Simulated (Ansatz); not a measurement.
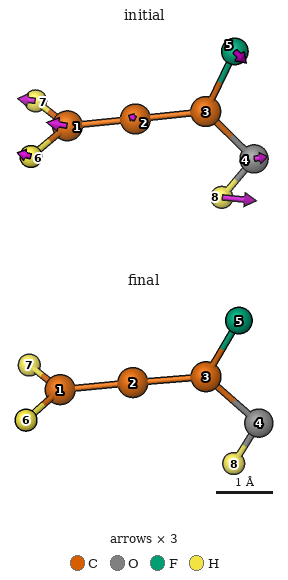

The structure of C₃H₃FO (coarse preliminary run) before (top) and after (bottom) a relaxation, at one scale. The purple arrows give the displacements, magnified 3 times.

Style: ball-and-stick. Shown at a tilt.

The start comes from a force field.

These are results of RKS PBE-D4/def2-SVP (Ansatz 0.2.0), not measurements.

The input:
```yaml
crystal:
  periodic: [false, false, false]
  atoms:
    - {symbol: C, position_ang: [-0.517700, 1.320500, -0.269700]}
    - {symbol: C, position_ang: [0.093500, 0.273300, -0.035900]}
    - {symbol: C, position_ang: [0.728300, -0.810000, 0.197400]}
    - {symbol: O, position_ang: [0.143700, -1.980600, 0.310200]}
    - {symbol: F, position_ang: [2.100300, -0.794300, 0.345800]}
    - {symbol: H, position_ang: [-0.932500, 2.001100, 0.527900]}
    - {symbol: H, position_ang: [-0.692100, 1.703200, -1.297300]}
    - {symbol: H, position_ang: [-0.831400, -1.770300, 0.165800]}
basis:
  gaussian: {orbitals: def2-SVP}
hamiltonian: {xc: pbe, dispersion: d4}
relax: {f_tol: 0.03, max_steps: 200}
```

Run as
```bash
ansatz run in.yaml --threads 2 --pin off --events-out ev --progress --plain --max-ram 4352MiB
```

Summarise the run.

Answer. H8 moves most after the best rigid fit: 0.22 Å. By element the largest moves are H 0.22 Å, C 0.13 Å, F 0.11 Å, O 0.09 Å. Some distances before and after: C1–C2 1.235 → 1.319 Å, C2–C3 1.277 → 1.324 Å, C3–F5 1.380 → 1.337 Å, C3–O4 1.313 → 1.354 Å. Among the angles between lasting bonds that change: O4–C3–F5 116.3° → 109.1°, C2–C3–O4 123.4° → 128.1°, C3–O4–H8 103.4° → 107.8°. The energy falls by 0.554 eV in 6 accepted moves (7 points after the start). Largest force component: 6 eV/Å at the start, 0.0064 eV/Å at the end. The line search rejected the trial step at point 2 of the run. The run took 9 s on 2 threads of Arm Neoverse V2, with other jobs on the host.
